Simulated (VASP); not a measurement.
Band structure of Gd (relaxed from the bcc structure, space group Im-3m). Method: r2SCAN meta-GGA, VASP's PBE PAW potentials (set 64) (plane waves; VASP).

The 4f electrons are frozen in the core of the lanthanide potential, so 4f levels, which can set the real gap, and their magnetism are missing.

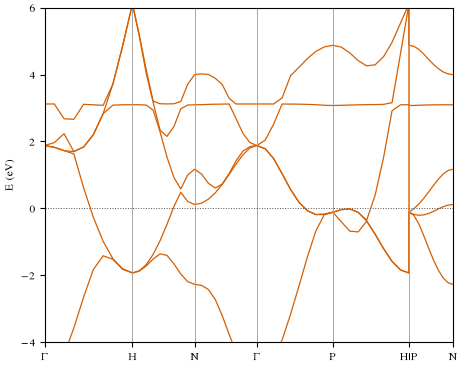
Fig. 1. Bands along high-symmetry lines, zero at the valence-band maximum or, without a gap, the Fermi level

Read the plot: is there a gap, and where are the band edges?

It has no gap at this level: it comes out as a metal or semimetal.

The structure was generated: Gd was put into the bcc type (Im-3m), which need not be its known phase. It was relaxed first.
